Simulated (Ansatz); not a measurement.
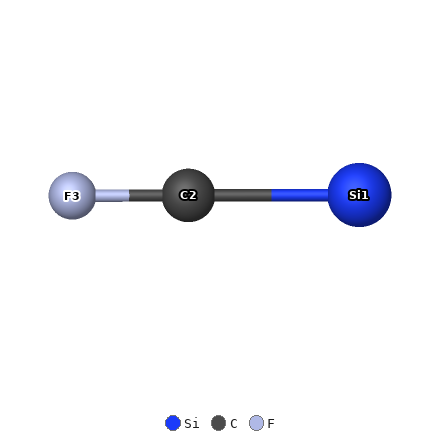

The system is CFSi, SMILES FC#[Si+], charge +1; the picture shows the reference structure. First axis: angle Si1–C2–F3 (carried through 180). Second axis: change of the bonds C2–Si1, C2–F3, all alike. Nothing is relaxed (all other coordinates rigid). The grid has 15 × 15 points; 120 points were computed and 105 follow by symmetry. Points are written as (first, second). All energies are given in kJ/mol relative to the lowest grid point. Computed with Ansatz 0.2.0, RKS CAM-B3LYP-D4/def2-TZVP.

Its coordinates:

```yaml
atoms:
  - { symbol: Si, position_ang: [0.5513, 1.5994, 0.4791] }
  - { symbol: C, position_ang: [-0.0147, -0.0386, -0.0123] }
  - { symbol: F, position_ang: [-0.3989, -1.1499, -0.3457] }
```

Range: angle Si1–C2–F3 (carried through 180) from 140.0 to 220.0°; change of the bonds C2–Si1, C2–F3, all alike from −0.166 to 0.257 Å.

Question: Predict the map.

Answer: The lowest grid point is at (180.0°, 0.015 Å). No other kind of well shows on this grid. The highest grid point, (140.0°, −0.166 Å), lies 207 kJ/mol above the lowest. Round the minimum the two coordinates are nearly uncoupled.

| second ↓, first → | 140.0 | 145.7 | 151.4 | 157.1 | 162.9 | 168.6 | 174.3 | 180.0 | 185.7 | 191.4 | 197.1 | 202.9 | 208.6 | 214.3 | 220.0 |
| --- | --- | --- | --- | --- | --- | --- | --- | --- | --- | --- | --- | --- | --- | --- | --- |
| 0.257 | 155 | 158 | 161 | 163 | 166 | 168 | 169 | 170 | 169 | 168 | 166 | 163 | 161 | 158 | 155 |
| 0.227 | 129 | 131 | 133 | 135 | 137 | 138 | 139 | 140 | 139 | 138 | 137 | 135 | 133 | 131 | 129 |
| 0.197 | 105 | 105 | 107 | 108 | 109 | 110 | 111 | 111 | 111 | 110 | 109 | 108 | 107 | 105 | 105 |
| 0.166 | 82 | 81 | 81 | 82 | 82 | 83 | 83 | 84 | 83 | 83 | 82 | 82 | 81 | 81 | 82 |
| 0.136 | 62 | 60 | 59 | 59 | 59 | 59 | 59 | 59 | 59 | 59 | 59 | 59 | 59 | 60 | 62 |
| 0.106 | 46 | 43 | 40 | 39 | 38 | 38 | 38 | 38 | 38 | 38 | 38 | 39 | 40 | 43 | 46 |
| 0.076 | 33 | 29 | 26 | 23 | 22 | 21 | 20 | 20 | 20 | 21 | 22 | 23 | 26 | 29 | 33 |
| 0.045 | 26 | 20 | 15 | 12 | 10 | 8 | 7 | 7 | 7 | 8 | 10 | 12 | 15 | 20 | 26 |
| 0.015 | 24 | 17 | 11 | 7 | 4 | 2 | 0 | 0 | 0 | 2 | 4 | 7 | 11 | 17 | 24 |
| −0.015 | 27 | 19 | 13 | 8 | 5 | 2 | 1 | 0 | 1 | 2 | 5 | 8 | 13 | 19 | 27 |
| −0.045 | 37 | 29 | 22 | 17 | 13 | 11 | 9 | 9 | 9 | 11 | 13 | 17 | 22 | 29 | 37 |
| −0.076 | 58 | 50 | 43 | 37 | 33 | 31 | 29 | 29 | 29 | 31 | 33 | 37 | 43 | 50 | 58 |
| −0.106 | 92 | 82 | 75 | 69 | 65 | 63 | 61 | 61 | 61 | 63 | 65 | 69 | 75 | 82 | 92 |
| −0.136 | 141 | 130 | 123 | 117 | 113 | 110 | 108 | 108 | 108 | 110 | 113 | 117 | 123 | 130 | 141 |
| −0.166 | 207 | 197 | 188 | 182 | 178 | 175 | 173 | 173 | 173 | 175 | 178 | 182 | 188 | 197 | 207 |

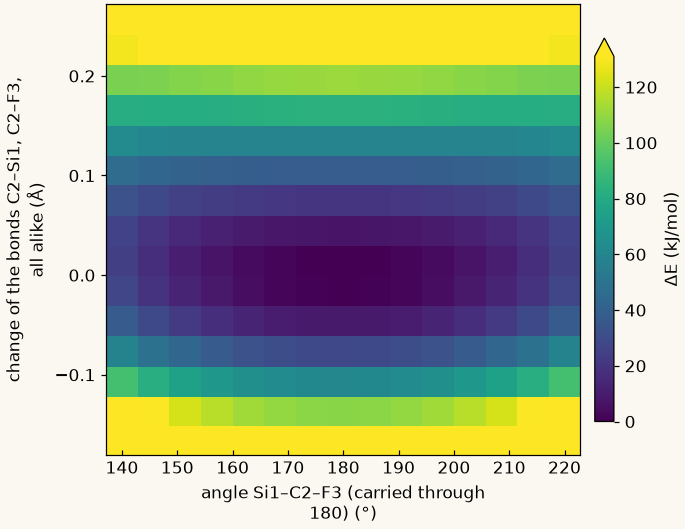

In the figure: one coloured cell a grid point, one colour for all values above the top of the scale.

Each point was launched as `ansatz run input.yaml --threads 1 --pin off --max-ram 2560MiB --backend cpu --events-out ev --progress --plain --runs-dir out`. The whole map (120 points run) took 11 min on 1 thread of Intel(R) Xeon(R) 6975P-C (Granite Rapids) (shared host).
